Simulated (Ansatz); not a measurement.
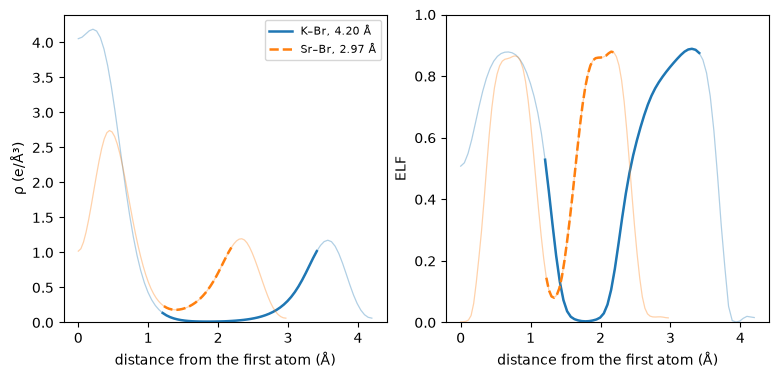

The picture shows: KSrBr3. Valence electron density and electron localisation function along straight lines between neighbouring atoms. Thin, pale parts lie inside the atomic spheres.

Space group P4/mmm; started from the cubic perovskite prototype, which need not be the ambient phase; changed on purpose from its base cell (uniaxial x strain +1.0%).

The calculation used Ansatz, DFT, HSE06, plane waves, PAW.

In a PAW calculation such maps are meaningful between the atoms, not at the nuclei.

Question: Compare the contacts.

Answer: K–Br (4.20 Å): the density is about 0.02 e/Å³ at the midpoint, with its minimum of 0.01 e/Å³ about 1.8 Å from K; the ELF is about 0.05 at the midpoint: a largely ionic contact.
Sr–Br (2.97 Å): ρ at the midpoint is about 0.19 e/Å³; the ELF is about 0.20 at the midpoint and 0.10 at its lowest between the atoms: an ionic contact with no shared pair.
